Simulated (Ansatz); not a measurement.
Response to strain in Si

The parent structure is Si (space group Ia-3, No. 206; a = 6.6016 Å).

Strains are applied to the cell and any free atomic positions relax.

Level of theory: plane-wave PAW DFT at the PBEsol level (Ansatz, a program for electronic structure, 420 eV), no SOC.

Notes on the quantities. energy relative to the base: free energy F.

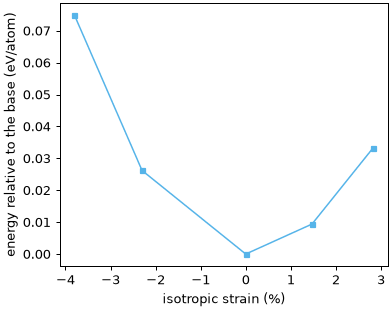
Fig. 1. Energy relative to the base against isotropic strain

```csv
isotropic strain (%),energy relative to the base
-3.8,+75 meV/atom
-2.3,+26 meV/atom
1.47,+9.4 meV/atom
2.83,+33 meV/atom
```

Whether these cells are dynamically stable was not tested. This is not the structure that Si has at room temperature and ambient pressure.
